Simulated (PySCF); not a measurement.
```xyz
12

C    -2.5777    0.1433   -0.0240
C    -1.4518   -0.5465   -0.0504
O    -0.2405    0.0526   -0.0328
Si    1.2729   -0.5341   -0.0557
C     2.2632    1.0984   -0.0053
O     3.4662    1.1398   -0.0077
H    -3.5292   -0.3527   -0.0371
H    -2.5722    1.2180    0.0130
H    -1.4356   -1.6290   -0.0863
H     1.5620   -1.3594    1.1171
H     1.5555   -1.2812   -1.2813
H     1.6884    2.0500    0.0277
```

Geometry: GFN2-xTB.

Level of theory: PBE0/pcSseg-1, SCF density, gas phase, non-relativistic (PySCF).

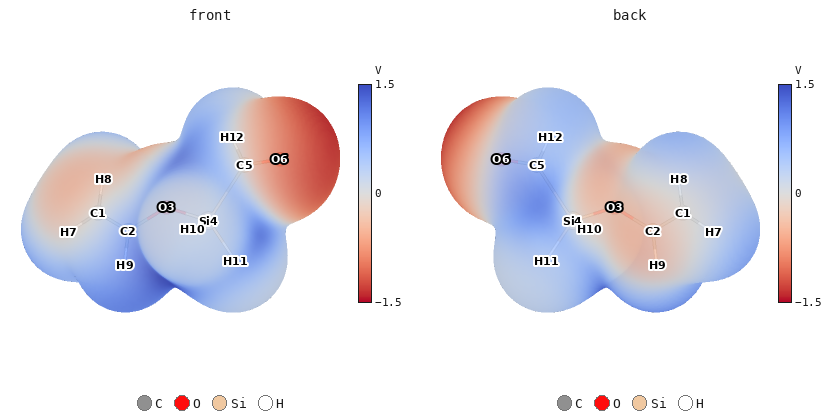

C3H6O2Si (SMILES C=CO[SiH2]C=O). The molecular electrostatic potential painted on the density surface at 0.001 e/bohr³, seen from the front and from behind; the colour scale runs from red (negative) to blue (positive).

> Where is the surface potential most negative and most positive?

The most negative region (about −1.3 V, or −30 kcal/mol for a unit charge) lies over O6, the most positive (about +1.4 V, or +32 kcal/mol for a unit charge) over Si4. O6 is the likeliest acceptor of a hydrogen bond.

> What dipole moment does the calculation give?

Its dipole moment is 2.60 D.
